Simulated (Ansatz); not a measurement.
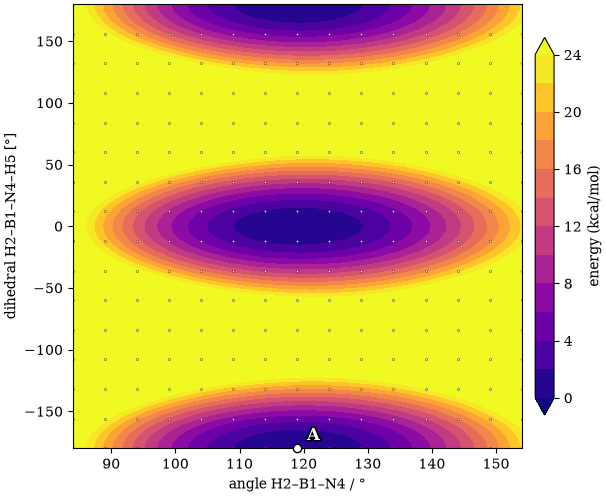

BH2(NH2) (BH₄N). First axis: angle H2–B1–N4. Second axis: dihedral H2–B1–N4–H5. Nothing is relaxed (all other coordinates rigid). The grid has 15 × 15 points; 120 points were computed and 105 follow by symmetry. Points are written as (first, second). Energies are in kcal/mol, from the lowest grid point. These are results of RKS r2SCAN0-D4/def2-TZVP (Ansatz 0.2.0), not measurements.

The picture shows filled contours, dots at the grid points, one colour for all values above the top of the scale, the well A. Between grid points the surface is interpolated.

**Estimate the position of the minimum and the force constants in these coordinates. Take the well at A.**

The interpolated minimum is at angle H2–B1–N4 ≈ 119.0°, dihedral H2–B1–N4–H5 ≈ −180°. The curvatures there are about 5.4 eV/rad² and 2.4 eV/rad², with a cross term of about 0 eV/rad². Round the minimum the two coordinates are nearly uncoupled. (1 eV is 23.1 kcal/mol.)
